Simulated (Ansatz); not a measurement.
```xyz
9

Si   -0.3062   -0.4676   -0.2676
F    -0.2278    0.3308    1.1674
O     1.1957   -0.8564   -0.8235
H     1.7260   -0.1313   -1.1786
O    -1.0272    0.5646   -1.3488
H    -1.7352    1.1250   -1.0066
H    -1.0276   -1.7277   -0.0150
H     1.9110    2.2328    2.3056
H     1.3703    1.7439    2.0743
```

Theory: RKS CAM-B3LYP-D4/cc-pVDZ in Ansatz 0.2.0.

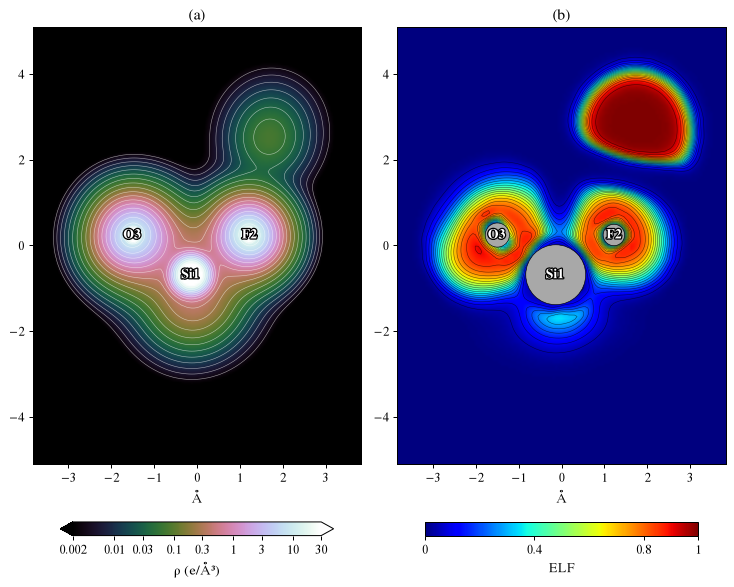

FH3O2Si···H2. (a) electron density; (b) electron localisation function on the plane of atoms F2, Si1 and O3. Grey discs cover the atomic cores in the ELF map.

What do the fields say about this system?

- Atoms in the plane: Si, F and O.
- Si–F (1.64 Å): ρ at the midpoint is about 0.91 e/Å³; the ELF peaks at about 0.85 in the valence shell of F, 0.6 Å from its nucleus, and is about 0.40 at the midpoint.
- Si–O (1.65 Å): ρ at the midpoint is about 1.1 e/Å³; the ELF peaks at about 0.85 between the atoms; a polar covalent bond.
- The ELF also peaks beside O3 and F2, away from the bonds: lone-pair regions.
